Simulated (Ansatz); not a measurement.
# A computed series for V4GaS8: pressure series

Take V4GaS8 (space group F-43m, No. 216; a = 9.509 Å) as the base.

Cell and atoms are relaxed at each pressure.

All numbers come from PBEsol in Ansatz (plane waves to 420 eV, PAW, scalar-relativistic without spin-orbit coupling).

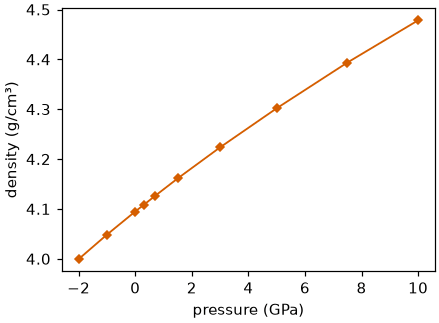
Density against pressure

```csv
pressure (GPa),density
-2,4.00 g/cm³
-1,4.05 g/cm³
0.3,4.11 g/cm³
0.7,4.13 g/cm³
1.5,4.16 g/cm³
3,4.22 g/cm³
5,4.30 g/cm³
7.5,4.39 g/cm³
10,4.48 g/cm³
```

Load acts through the strain it causes; cell and atoms are relaxed under it. Stability against distortions was not tested. No other phases were tried under pressure. Starting moments died away, wholly or in part, for the base; another magnetic solution may exist. The base started in R3m and relaxed to F-43m at this level. All final runs are without spin polarisation. An odd electron count without spin: V4GaS8.

Ansatz is a first-principles code.
